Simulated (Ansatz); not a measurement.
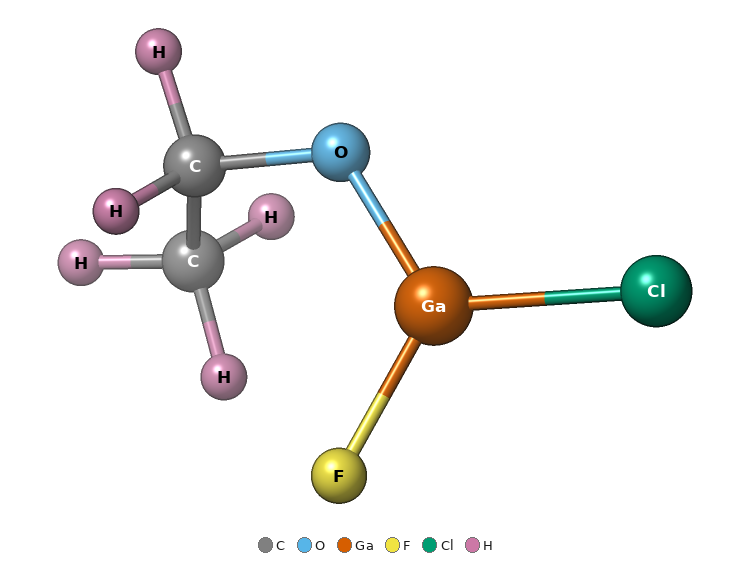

Distant atoms are faded towards the background colour. Computed geometry: PBE0-D4/def2-TZVP optimisation.

List the symmetry elements and name the point group.

Answer. It has no symmetry element but the identity, so the point group is C1. The group has 1 operation. The geometry is chiral, and symmetry allows a dipole moment.
